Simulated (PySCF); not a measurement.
SMILES [SeH]B([SeH])[SeH] at its B3LYP/def2-SVP optimised geometry (Å):

```
7

B     -0.0219     0.2899     0.0000
Se    -1.8517     0.9946     0.0019
H     -2.5251    -0.3194     0.0118
Se     0.2346    -1.6449     0.0000
H      1.7110    -1.6449     0.0000
Se     1.3883     1.6449    -0.0023
H      2.5251     0.7055    -0.0107
```

Computed with B3LYP/def2-TZVP (PySCF).

Map of the Laplacian of the electron density (e/bohr⁵) on the plane z = 1.2 Å:

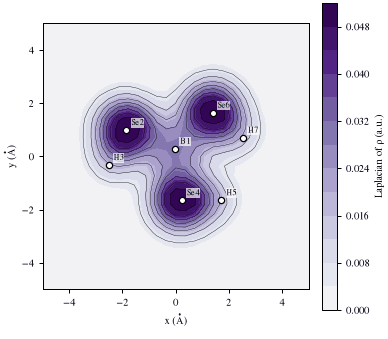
Fig. 1. Laplacian of the electron density (e/bohr⁵) on the plane z = 1.2 Å.
